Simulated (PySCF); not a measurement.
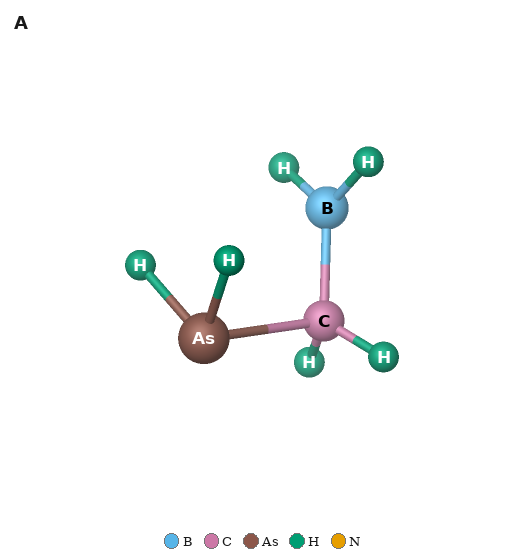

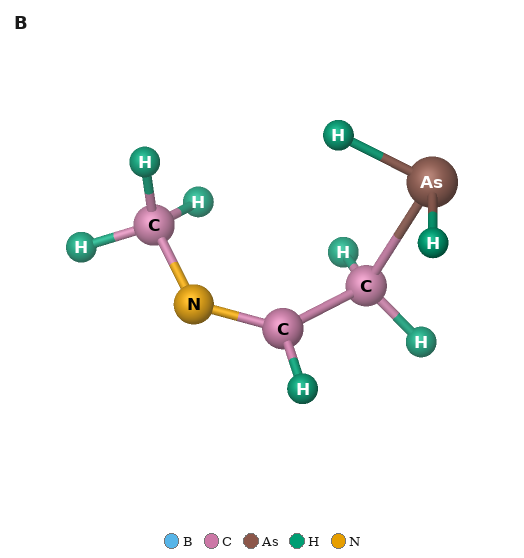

Two related species, optimised with GFN2-xTB; properties computed with PySCF 2.14.0. Both: charge 0, singlet.

> Identify both.

A is CH6AsB (BC[AsH2]), B is C3H8AsN (C/N=C\C[AsH2]).

Compare them. With ωB97X-D/def2-SVPD: dipole moment (D), HOMO–LUMO gap (eV), HOMO energy (Kohn–Sham orbital) (eV), lowest vertical singlet excitation (eV), mean static polarisability (bohr³). With GFN2-xTB: mean As–C length (Å), mean As–H length (Å).

```tsv
quantity	A	B
dipole moment (D)	0.72	1.56
HOMO–LUMO gap (eV)	10.09	10.01
HOMO energy (Kohn–Sham orbital) (eV)	−9.36	−8.64
lowest vertical singlet excitation (eV)	5.89	4.88
mean static polarisability (bohr³)	61.1	77.3
mean As–C length (Å)	2.009	1.998
mean As–H length (Å)	1.502	1.501
```

Each is one conformer, and no frequency run is at hand to confirm it as a minimum.

The geometry is semi-empirical. Around As, B such bond lengths and angles can be off by a tenth of an ångström or more and by several degrees, and values that hang on the shape move with them.
